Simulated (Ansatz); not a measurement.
**SrCl2 (Fm-3m): refractive index against wavelength**

The refractive index of SrCl2 (Fm-3m) below the direct gap (5.51 eV on the mesh) is read from one computed spectrum, n = √(Re ε).

Symmetry: Fm-3m, No. 225, cubic system. The conventional cell has a = 6.977 Å, b = 6.977 Å, c = 6.977 Å, α = 90.00°, β = 90.00°, γ = 90.00°. Around Sr on site a lie 8 Cl at 3.02 Å. Cl on site c has 4 Sr at 3.02 Å as nearest neighbours.

Method: Ansatz 0.2.0, PBE, independent particles, k-mesh 6×6×6 with interpolation inside its cells, Gaussian parameter 0.1 eV.

Launch of the response step: `ansatz run input.yaml --threads 4 --pin off --max-ram 8192MiB --backend cpu --events-out ev --progress --plain --runs-dir out`. The run took 3 s, on 4 threads of Intel(R) Xeon(R) Platinum 8559C (Emerald Rapids) (shared host).

```tsv
wavelength (nm)	photon energy E (eV)	n
850	1.459	1.8086
700	1.771	1.8164
633	1.959	1.8219
532	2.331	1.8350
450	2.755	1.8536
405	3.061	?
365	3.397	1.8913
```

In the single-oscillator model n² − 1 = E₀E_d/(E₀² − E²), so 1/(n² − 1) = E₀/E_d − E²/(E₀E_d) is linear in E².

Working, on the rows shown:

| x = E² (eV²) | y = 1/(n² − 1) |
| --- | --- |
| 2.12762 | 0.440328 |
| 3.13716 | 0.434913 |
| 3.83641 | 0.431161 |
| 5.43137 | 0.422436 |
| 7.59115 | 0.410537 |
| 11.5384 | 0.388046 |

Means: x̄ = 5.6104, ȳ = 0.42124. Σ(x − x̄)(y − ȳ) = -0.3361, Σ(x − x̄)² = 60.49. Slope = -0.3361 / 60.49 = -0.005556; intercept = ȳ − slope · x̄ = 0.45241. Turned back into n, the line misses the rows shown by at most 0.00049.

Predict the last column of the withheld row from the fit.

At x = 9.3718 the line gives y = 0.40034, that is 1.8703. The run gave 1.8700, so the interpolation is off by 0.00026, 0.3 % of the range in the table.

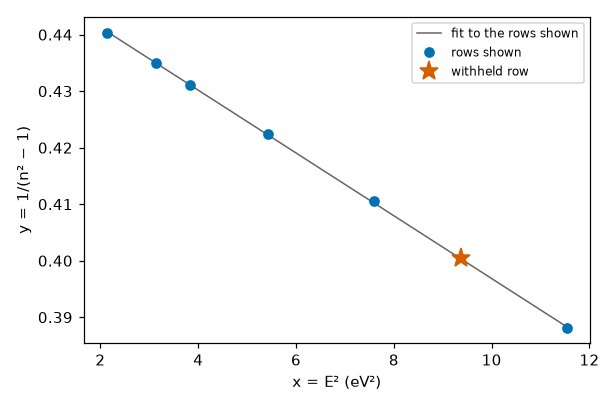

Refitted with all rows, the slope is -0.005549 and the intercept 0.45239. These give E₀ = √(intercept/−slope) = 9.03 eV and E_d = E₀/intercept = 20.0 eV; E₀ is 1.6 times the direct gap. The electronic limit at long wavelengths, without lattice vibrations, is n = √(1 + 1/intercept) = 1.792. Excitons are left out and so are local fields; PBE gaps are as a rule too small. Spin-orbit coupling is left out.

[Logs are printed without paths, hosts, clocks, repeated set-up lines and the standing remarks that a program may print on its own settings, such as how far it seeks lower states.]
